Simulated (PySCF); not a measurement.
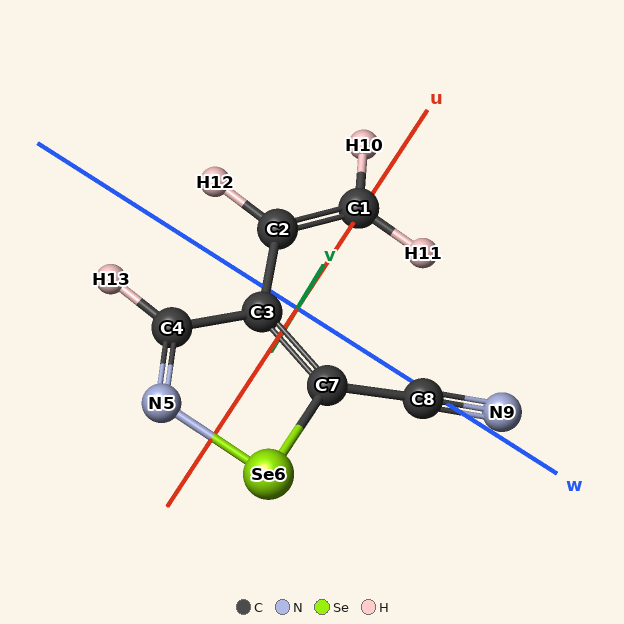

The lines u, v and w are the principal axes of the static dipole polarisability. Computed geometry: GFN2-xTB optimisation. No frequency run is at hand to confirm it as a minimum. Computed with PBE0/def2-SVPD (PySCF 2.14.0).

Along which axis is the molecule most polarisable, and along which least?

Most along u (in the molecular plane, nearly parallel to the Se6–C7 bond), least along v (normal to the molecular plane).

Give the three principal values.

u 142.8, v 60.7, w 122.2 bohr³; mean 108.6, anisotropy 74.0 bohr³.

The geometry is semi-empirical. Around Se such bond lengths and angles can be off by a tenth of an ångström or more and by several degrees, and values that hang on the shape move with them.
